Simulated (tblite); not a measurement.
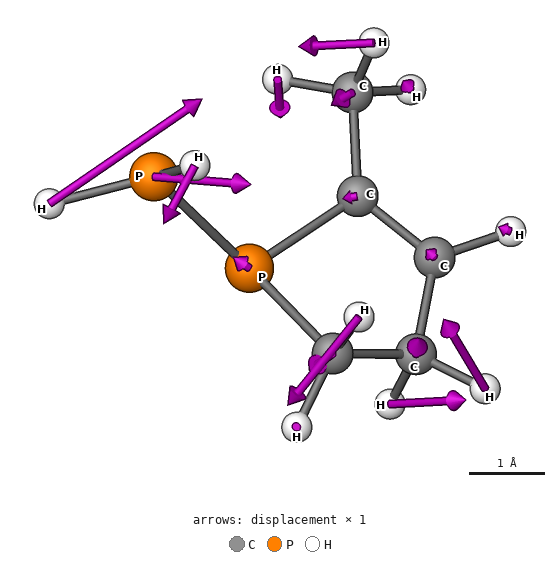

A relaxation of C₅H₁₀P₂. The starting structure is drawn; purple arrows show the displacements, at their true length. The two geometries are superimposed by the best rigid fit.

A ball-and-stick model, seen at a tilt.

Level of theory: GFN2-xTB geometry optimisation, gas phase (tblite). 

### What happened in the run?

After 146 geometry steps the energy has fallen by 41.2 kcal/mol. The largest move after the best rigid fit is that of an H atom, 2.52 Å. Largest moves by element: H 2.52 Å, P 1.54 Å, C 0.68 Å. Some distances before and after: H–P 1.461 → 1.395 Å, C–C 1.433 → 1.496 Å, C–H 1.150 → 1.092 Å, C–H 1.124 → 1.080 Å. Among the angles between lasting bonds that change: P–P–H 114.7° → 92.3°, H–P–H 113.9° → 91.7°, P–P–H 112.1° → 92.7°. Groups turn about C–C by about 75°, C–C by about 55°, C–P by about 45°.
